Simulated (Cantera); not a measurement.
Feed: 1 mol Fe2O3, 6.9 mol C, 0.18 mol H2, 1 mol CH4, at 0.0140 bar.

Equilibrium computed with Cantera from the NASA thermochemical tables; the gas is ideal and each condensed phase is pure. Candidate condensed phases: C, C6H6, C7H8, C8H18, Fe, Fe(CO)5, FeO, Fe(OH)2, Fe(OH)3, Fe2O3, Fe3O4, H2O; 114 gas species. Iron dissolves carbon and melts from about 1420 K in contact with it, which pure phases cannot show. Condensed phases not in the tables: cementite and carbon dissolved in iron. Kinetics and transport are ignored.

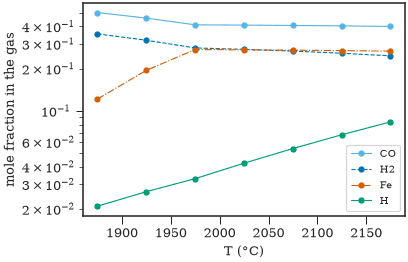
Fig. 1. Equilibrium gas composition (values under 1e-9 drawn at 1e-9)

From 1875 °C to 1925 °C the condensed part is C(graphite) + Fe(l). From 1975 °C to 2175 °C the condensed part is C(graphite). The main Fe-bearing gas is Fe throughout.
